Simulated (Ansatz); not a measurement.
# Quasiparticle gap of GeH5CBr3N2 (CH(NH2)2GeBr3)

How far does one-shot GW move the PBE gap of GeH5CBr3N2 (CH(NH2)2GeBr3)?

Method: PBE, then G0W0 on it, plane waves, PAW, in Ansatz 0.2.0.

The structure was built from a prototype and need not be the compound's stable phase.

## Step 1: Starting point

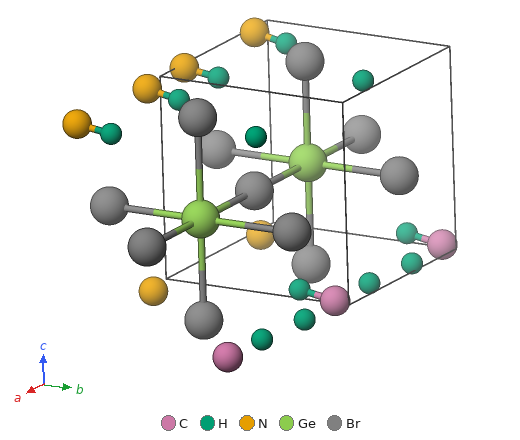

The cell as given, slightly off an axis (carbon pink, hydrogen teal, nitrogen orange, germanium green, bromine grey). 2×1×1 cells are drawn. Bonds to atoms that aren't drawn are left out. Some periodic images of atoms are drawn too.

The start is a generated structure, not a measured one.

## Step 2: Relaxation

The structure is relaxed first.

This step: DFT, PBE-D3(BJ), plane waves, PAW; PAW set soft_1.

Contents of input.yaml:

```yaml
crystal:
  lattice:
    - [5.7796745, 0.0, 0.0]
    - [0.0, 5.7796745, 0.0]
    - [0.0, 0.0, 5.7796745]
  atoms:
    - { symbol: C, position: [0.0052823189, 0.9288314608, 0.013705476] }
    - { symbol: H, position: [0.018991194, 0.7441321565, 0.0492744493] }
    - { symbol: "N", position: [0.7977613856, 0.0145028215, 0.9881269817] }
    - { symbol: "N", position: [0.1977109125, 0.0464987836, 0.0001254675] }
    - { symbol: H, position: [0.6562957862, 0.9111398417, 0.0013005934] }
    - { symbol: H, position: [0.3527596176, 0.9668569482, 0.0221945083] }
    - { symbol: H, position: [0.7729912238, 0.184680818, 0.9548065519] }
    - { symbol: H, position: [0.197075636, 0.218607571, 0.9675290843] }
    - { symbol: Ge, position: [0.5, 0.5, 0.5] }
    - { symbol: Br, position: [0.5, 0.5, 0.0] }
    - { symbol: Br, position: [0.5, 0.0, 0.5] }
    - { symbol: Br, position: [0.0, 0.5, 0.5] }
kpoints:
  mp_grid: { grid: [4, 4, 4] }
hamiltonian:
  xc: pbe
  dispersion: d3bj
  pseudopotentials: { kind: paw, azcp: { folder: soft_1 } }
scf:
  occupations: { method: fermi_dirac, width: 0.02 }
relax:
  f_tol: 0.02
  max_steps: 100
  cell: {}
```

Started as:

```bash
$ ansatz run input.yaml --threads 2 --pin off --max-ram 92160MiB --backend cuda --events-out ev --progress --plain --runs-dir out --devices 1 --max-vram 13GiB
```

Numbers of over 12 decimals in the logs are rounded to 6 here.

What it wrote:

```text
GPUs: using 1 of 1 available (devices: 1).
Engine: ansatz 0.2.0, x86_64-unknown-linux-gnu
Pseudopotentials: kind: paw
Pseudopotential: C, paw, valence charge 4, recommended cutoff 420 eV (normal), soft_1/C.paw.azcp
Pseudopotential: H, paw, valence charge 1, recommended cutoff 420 eV (normal), soft_1/H.paw.azcp
Pseudopotential: N, paw, valence charge 5, recommended cutoff 420 eV (normal), soft_1/N.paw.azcp
Pseudopotential: Ge, paw, valence charge 14, recommended cutoff 420 eV (normal), soft_1/Ge.paw.azcp
Pseudopotential: Br, paw, valence charge 7, recommended cutoff 420 eV (normal), soft_1/Br.paw.azcp
Functional definition: PBE
  parameter kappa = 0.804
  parameter beta = 0.066725
  exchange = pbe_x(kappa = kappa, mu = beta*pi^2/3)
  correlation = pbe_c(beta = beta)
device memory: the entry about to start is reckoned to put 1.9 GiB on a device that reports 41.7 GiB free (of which the cap on the GPU budget leaves the run 13.0 GiB)
GPU FFT provider: cuFFT
GPU libraries: cuBLAS 13.8.2, cuFFT 12.4.0, cuSOLVER 12.3.4
Crystal: 12 atoms, lattice volume = 193.068 Å³
Basis set: ecut = 420 eV, 3791 PW (Γ), exchange–correlation on 80×80×80 points (8 copies of the dense FFT grid, shifted against one another)
Bands: 39, of which v1, the nominal top of the filled ones, is band 27 counted from 1 (26 counted from 0)
Symmetry: 1 space group operations
Space group: P1 (ITA 1), of the structure as read, at distance tolerance 5.8e-5 Å
k-points: 36 of 64 (time reversal used)
Non-local potential: C, projectors of the file, l = 0: 2, l = 1: 2, l = 2: 1
Non-local potential: H, projectors of the file, l = 0: 2, l = 1: 1
Non-local potential: N, projectors of the file, l = 0: 2, l = 1: 2, l = 2: 1
Non-local potential: Ge, projectors of the file, l = 0: 2, l = 1: 2, l = 2: 3, l = 3: 1
Non-local potential: Br, projectors of the file, l = 0: 2, l = 1: 2, l = 2: 2
PAW form: soft (Blöchl's): semilocal exchange-correlation on the pseudo side does not see the compensation charge
PAW one-centre angular grid: C, 110 points (default); XC on 64 Gauss nodes
PAW one-centre angular grid: H, 110 points (default); XC on 64 Gauss nodes
PAW one-centre angular grid: N, 110 points (default); XC on 64 Gauss nodes
PAW one-centre angular grid: Ge, 590 points (default); XC on 64 Gauss nodes
PAW one-centre angular grid: Br, 110 points (default); XC on 64 Gauss nodes
Initial density: superposition of atomic densities (chi_scale 0.1, normalization cell), built separately for each of the 2 bonded fragments (scf.initial_density.interfragment_charge_transfer: auto; true builds it for the cell as a whole; a typed value also counts as a typed key of the start: scf.initial_density.chi_scale says what that changes, if anything)
Initial wavefunctions: pseudopotential atomic-orbital guess
GPU buffer pool allocated for 64000 grid points (all kernels)
GPU transforms: local potential and band sums: pruned to the plane-wave sphere, on 40×40×40
Functional: x = pbe(κ = 0.804, μ = 0.219515), c = pbe(β = 0.066725)
SCF iter   1: F=—  HF=-13751.155925 eV  |F-HF|=—  |Δ(HF+E_count)|=         —  Δρ=7.34e-2  dr2=8.64e0  ethr=3.10e-3  ⟨swp⟩=6.2  Hψ=6170  notcnv=0  defer=12
preconditioner: auto → Resta (q_TF=auto, 2.206 Å⁻¹)  ε∞=2.9  [insulator: Δε(μ)=0.752 eV  Ē_g=12.119 eV  σ=0.020 eV  W_gap=1.00  n_scr=32 (ndim 8)  ℏωp=16.9 eV  f_vac=0.033  D(μ)=0.00/eV (n_scr^D=0)  ε∞_Penn≈2.9]
SCF iter   2: F=—  HF=-13748.806008 eV  |F-HF|=—  |Δ(HF+E_count)|=    2.35e0  Δρ=3.24e-2  dr2=1.27e0  ethr=3.10e-3  ⟨swp⟩=3.0  Hψ=3027  notcnv=0  defer=255
SCF iter   3: F=—  HF=-13748.532919 eV  |F-HF|=—  |Δ(HF+E_count)|=   2.73e-1  Δρ=1.17e-2  dr2=2.06e-1  ethr=2.35e-3  ⟨swp⟩=2.0  Hψ=2397  notcnv=0  defer=256
SCF iter   4: F=—  HF=-13748.512882 eV  |F-HF|=—  |Δ(HF+E_count)|=   2.00e-2  Δρ=2.59e-3  dr2=1.34e-2  ethr=3.81e-4  ⟨swp⟩=2.1  Hψ=2118  notcnv=0  defer=256
SCF iter   5: F=—  HF=-13748.518565 eV  |F-HF|=—  |Δ(HF+E_count)|=   5.68e-3  Δρ=8.97e-4  dr2=1.84e-3  ethr=2.48e-5  ⟨swp⟩=2.0  Hψ=2086  notcnv=0  defer=256
SCF iter   6: F=—  HF=-13748.520207 eV  |F-HF|=—  |Δ(HF+E_count)|=   1.64e-3  Δρ=2.73e-4  dr2=1.67e-4  ethr=3.41e-6  ⟨swp⟩=2.0  Hψ=2375  notcnv=0  defer=256
SCF iter   7: F=—  HF=-13748.520188 eV  |F-HF|=—  |Δ(HF+E_count)|=   1.84e-5  Δρ=8.26e-5  dr2=1.49e-5  ethr=3.09e-7  ⟨swp⟩=2.0  Hψ=2542  notcnv=0  defer=256
SCF iter   8: F=—  HF=-13748.520095 eV  |F-HF|=—  |Δ(HF+E_count)|=   9.30e-5  Δρ=3.24e-5  dr2=2.61e-6  ethr=2.76e-8  ⟨swp⟩=2.0  Hψ=2140  notcnv=0  defer=256
SCF iter   9: F=—  HF=-13748.520096 eV  |F-HF|=—  |Δ(HF+E_count)|=   9.75e-7  Δρ=1.69e-5  dr2=5.84e-7  ethr=4.83e-9  ⟨swp⟩=2.0  Hψ=1926  notcnv=0  defer=256
SCF iter  10: F=-13748.520096 eV  HF=-13748.520096 eV  |F-HF|=5.51e-8  |Δ(HF+E_count)|=   5.26e-8  Δρ=5.24e-6  dr2=7.21e-8  ethr=1.85e-10  ⟨swp⟩=3.5  Hψ=5126  notcnv=0
[...]
relax step  29: F+E_penalty+E_count = -13749.22953756 eV  Δ(F+E_penalty+E_count) = -2.475e-2 eV  max|allowed force component| = 2.100e-2 eV/Å  Δτ_max = 0.0000 Å  P = +0.119 GPa  Ω = 203.701 Å³  stress off target by 3.14e-1 GPa  SCF on the basis re-selected at this cell (its energy is not comparable with the rows above)  (7 SCF iters)
relax step  30: F+E_penalty+E_count = -13749.23051811 eV  Δ(F+E_penalty+E_count) = -9.806e-4 eV  max|allowed force component| = 1.665e-2 eV/Å  Δτ_max = 0.0184 Å  P = +0.019 GPa  Ω = 205.091 Å³  energy of the carried Pulay correction = -1.004e-3 eV  (6 SCF iters, dr2 threshold 2.47e-7 eV, accepted)
relax step  31: F+E_penalty+E_count = -13749.23075733 eV  Δ(F+E_penalty+E_count) = -2.392e-4 eV  max|allowed force component| = 1.551e-2 eV/Å  Δτ_max = 0.0162 Å  P = +0.014 GPa  Ω = 205.701 Å³  energy of the carried Pulay correction = -1.423e-3 eV  (7 SCF iters, dr2 threshold 4.02e-8 eV, accepted)
relax step  32: F+E_penalty+E_count = -13749.23141768 eV  Δ(F+E_penalty+E_count) = -6.603e-4 eV  max|allowed force component| = 2.302e-2 eV/Å  Δτ_max = 0.0136 Å  P = -0.001 GPa  Ω = 205.246 Å³  energy of the carried Pulay correction = -1.038e-3 eV  (8 SCF iters, dr2 threshold 9.98e-9 eV, accepted)
relax step  33: F+E_penalty+E_count = -13749.23147256 eV  Δ(F+E_penalty+E_count) = -5.488e-5 eV  max|allowed force component| = 2.317e-2 eV/Å  Δτ_max = 0.0123 Å  P = -0.010 GPa  Ω = 205.233 Å³  energy of the carried Pulay correction = -1.010e-3 eV  (6 SCF iters, dr2 threshold 3.31e-8 eV, accepted)
relax step  34: F+E_penalty+E_count = -13749.23156433 eV  Δ(F+E_penalty+E_count) = -9.177e-5 eV  max|allowed force component| = 1.462e-2 eV/Å  Δτ_max = 0.0047 Å  P = -0.001 GPa  Ω = 205.159 Å³  energy of the carried Pulay correction = -9.556e-4 eV  (6 SCF iters, dr2 threshold 3.36e-8 eV, accepted)
relax step  35: F+E_penalty+E_count = -13749.23273876 eV  Δ(F+E_penalty+E_count) = -1.174e-3 eV  max|allowed force component| = 1.466e-2 eV/Å  Δτ_max = 0.0000 Å  P = -0.002 GPa  Ω = 205.159 Å³  stress off target by 1.63e-2 GPa  SCF on the basis re-selected at this cell (its energy is not comparable with the rows above)  (5 SCF iters)
basis re-selected at this cell: Δ(F+E_penalty+E_count) = -1.174e-3 eV, ΔP = -0.001 GPa vs the last step (what re-selecting the basis moved, of the pressure what is left beyond the Pulay correction that the steps carried, after the strain that the cell walked since its last selection, with what the two solves' SCF thresholds leave and, on support functions, any second-order correction that the steps lacked; it is no m [...]
SCF converged after 5 iterations
Free energy (F): -13749.232739 eV
Harris-Foulkes:  -13749.232739 eV  (|F-HF|=1.32e-9)
Internal energy: -13749.232739 eV  (E = F + TS)
E sigma→0 (E₀):  -13749.232739 eV
Fermi energy:    3.089852 eV
--- Per-component energies (eV) ---
  E_band       = -450.308395
  E_kinetic    = 899.877139
  E_local      = -4561.171319  (includes V_loc(G=0)·N_el)
  E_nonlocal   = 463.219997
  E_hartree    = 1873.676006
  E_xc         = -868.963968
  E_vxc        = -651.858578  (∫ρ·V_xc dr)
  E_paw        = -9307.869437  (= ΣΔE_a)
  E_vpaw       = -347.724411  (= ΣTr[D̂ρ^β])
  E_aug_tail   = -0.003231  (compensation charges beyond the density's cutoff)
  E_ewald      = -2246.706356
  E_disp       = -1.291571  (pairwise vdW)
  E_smearing   = -0.000000  (= −TS)
  E_closure    = -0.000000  (closes the sum)
  Σ components = -13749.232739   (vs F -13749.232739, Δ=0.00e0)
--- Forces (eV/Å), atoms counted from 1 ---
  atom   1  C      0.00181575     0.01466170    -0.00268279
  atom   2  H      0.00009238    -0.00126475    -0.00050240
  atom   3  N      0.00075654    -0.00829885     0.00255366
  atom   4  N     -0.00099731    -0.00897398     0.00313861
  atom   5  H     -0.00043492     0.00135315     0.00013028
  atom   6  H     -0.00037789     0.00191629    -0.00101464
  atom   7  H      0.00072426    -0.00068534     0.00143485
  atom   8  H     -0.00022702     0.00000600    -0.00111709
  atom   9  Ge     0.00113041    -0.00117990    -0.00039128
  atom  10  Br     0.00020475     0.00080935     0.00081592
  atom  11  Br    -0.00187424     0.00054337    -0.00184266
  atom  12  Br    -0.00081149     0.00110952    -0.00052360
  max |Σ_I F_I| component: 3.43e-6 eV/Å
--- Stress (GPa, compression-positive) ---
       -0.002777      -0.004333       0.008048
       -0.004332      -0.001775       0.008970
        0.008048       0.008971      -0.001364
  P = ⅓ Tr σ = -0.0020 GPa (-0.020 kbar)
--- Band table (eV; the first three rows and the last of 36) ---
  k-point 0: bands = [... 23 lower, 0.3199, 0.4650, 0.4842, 0.9199, 5.3625, 6.3427, 7.0247, 7.3390, ... 8 higher]
  k-point 1: bands = [... 23 lower, 0.3065, 0.3996, 0.5244, 0.9145, 5.3859, 5.9025, 6.7633, 7.1339, ... 8 higher]
  k-point 2: bands = [... 23 lower, 0.3422, 0.4238, 0.5655, 0.9590, 4.7901, 5.4002, 7.0206, 7.1100, ... 8 higher]
  k-point 35: bands = [... 23 lower, 0.6783, 0.7969, 0.7981, 2.0163, 4.1635, 4.2720, 4.4255, 5.3789, ... 8 higher]
--- Relaxed structure (33 steps of the walk, 31 accepted, 2 SCFs on fresh bases) ---
  F+E_penalty+E_count = -13749.23273876 eV   max|allowed force component| = 1.466e-2 eV/Å   (the final SCF, on the basis selected at the relaxed cell)
  cell:  # Å, volume = 205.1593 Å³
    - [5.939195, -0.059562, 0.497724]
    - [-0.059562, 5.861831, 0.055508]
    - [0.497724, 0.055508, 5.935854]
  atoms:
    - { symbol: C, position: [-0.028210, 0.933605, 0.027777] }
    - { symbol: H, position: [-0.094298, 0.766519, 0.093664] }
    - { symbol: N, position: [0.880838, 0.027105, 0.863712] }
    - { symbol: N, position: [0.136215, 0.026825, 0.118590] }
    - { symbol: H, position: [0.754738, 0.943201, -0.200377] }
    - { symbol: H, position: [0.200252, 0.942790, 0.244529] }
    - { symbol: H, position: [0.936071, 0.181085, 0.787539] }
    - { symbol: H, position: [0.212470, 0.180847, 1.063585] }
    - { symbol: Ge, position: [0.475276, 0.529781, 0.524145] }
    - { symbol: Br, position: [0.469020, 0.509924, -0.048610] }
    - { symbol: Br, position: [0.508229, -0.036310, 0.491753] }
    - { symbol: Br, position: [0.048267, 0.509878, 0.530757] }
```

The job ended after 2.8 min (1 × NVIDIA H100 80GB HBM3 (shared by 6 runs) with 2 threads of AMD EPYC 7R13 (Zen 3), shared host; peak memory 1 GiB; 4.9 min of CPU time).

Step by step (22 of 35):

```csv
step,energy less that of the first step (eV),largest force component (eV/Å),pressure (GPa),volume (Å³)
1,0.0000,0.7852,-0.09,193.07
3,-0.1480,0.2810,0.02,191.55
4,-0.1721,0.1497,-0.12,190.24
6,-0.1765,1.6280,0.80,190.53
7,-0.3615,0.2340,0.46,192.69
9,-0.5379,0.3776,0.55,201.86
11,-0.6334,0.1076,0.03,204.52
12,-0.6392,0.2984,-0.38,204.74
14,-0.6636,0.1601,-0.06,205.31
16,-0.6731,0.0648,0.05,202.85
17,-0.6756,0.2064,-0.26,202.72
19,-0.6795,0.0721,0.04,203.69
20,-0.6800,0.1314,-0.31,204.15
22,-0.6828,0.0220,0.00,203.79
24,-0.6839,0.0431,-0.03,203.55
25,-0.6841,0.0156,-0.02,203.69
27,-0.6846,0.0104,-0.02,203.75
29*,-0.7094,0.0210,0.12,203.70
30,-0.7104,0.0166,0.02,205.09
32,-0.7113,0.0230,0.00,205.25
33,-0.7114,0.0232,-0.01,205.23
35*,-0.7126,0.0147,0.00,205.16
```

Relaxation steps marked * repeat the geometry before them on a plane-wave basis chosen anew for their cell, so energy and pressure can jump there. Other such steps can lie between the rows shown. Relaxation steps 6, 15 were tried and not accepted.

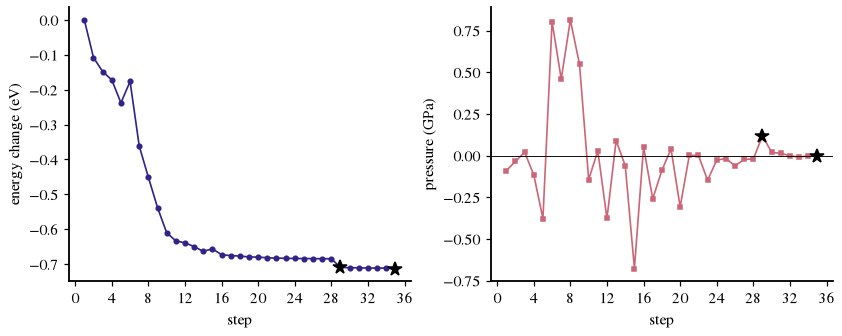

Energy and pressure along the relaxation. Stars mark steps on a basis chosen anew.

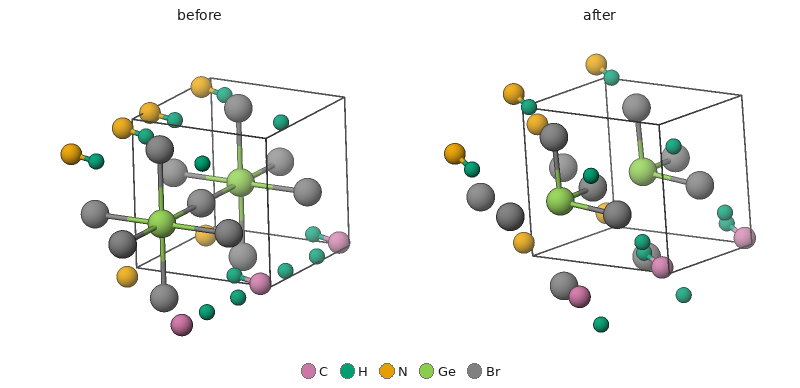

The structure before and after the relaxation, drawn at the same scale. Bonds to atoms that aren't drawn are left out.

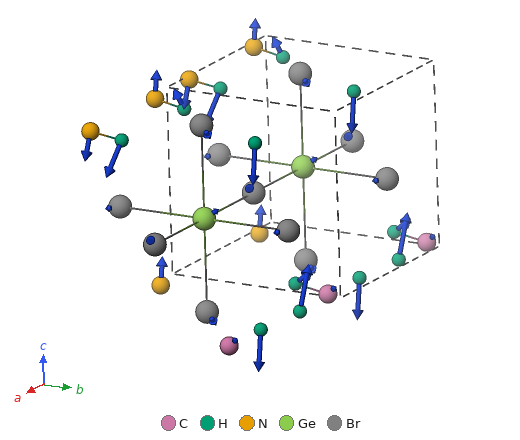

Displacements in the relaxation, scaled, measured against the changing cell; the longest in the cell stands for 1.48 Å. Bonds to atoms that aren't drawn are left out. 2×1×1 cells are drawn. Some periodic images of atoms are drawn too.

```csv
cell as run,before,after,change
a (Å),5.780,5.960,+3.1 %
b (Å),5.780,5.862,+1.4 %
c (Å),5.780,5.957,+3.1 %
α (°),90.00,88.97,-1.1 %
β (°),90.00,80.42,-10.6 %
γ (°),90.00,91.11,+1.2 %
volume (Å³/atom),16.09,17.10,+6.3 %
```

The atoms that moved most (Å, as changes of fractional coordinates times the final cell):

```csv
atom,dx,dy,dz,length
H6,-0.794,-0.120,1.243,1.479
H7,0.886,-0.040,-0.912,1.272
H5,0.482,0.171,-1.146,1.255
N3,0.431,0.062,-0.696,0.821
N4,-0.305,-0.105,0.671,0.745
H2,-0.652,0.140,0.208,0.699
H8,0.141,-0.217,0.576,0.631
Br10,-0.209,0.057,-0.303,0.373
```

The program's warnings for this run: band table not solved further; dispersion switch in reach.

(Continued in part 2 of 3.)

[Paths, hosts, dates, memory and timing lines, banners, echoed tables and standing remarks are left out of the program output.]

[Logs are printed without paths, hosts, clocks, repeated set-up lines and the standing remarks that a program may print on its own settings, such as how far it seeks lower states.]

[Runs of the session that timed out or met a known fault of the program may be left out.]

[Cells called generated may have been cut or substituted from an entry of the Crystallography Open Database or the Materials Project.]

[Hosts, paths, dates, database ids (printed as entryN), source tags and the programs' standing remarks are cut or masked in the printed files.]

[Where an RPA ε∞ is given, it is that of the G0W0 mesh and is not shown converged in it. Names of k-points follow the symmetry that the program found, which can be lower than the space group named. Band edges on a path are those of the sampled points; other points can move an edge, and change direct to indirect where valleys lie close.]

[Hybrid gaps are those of their k-mesh and are not shown converged in it.]
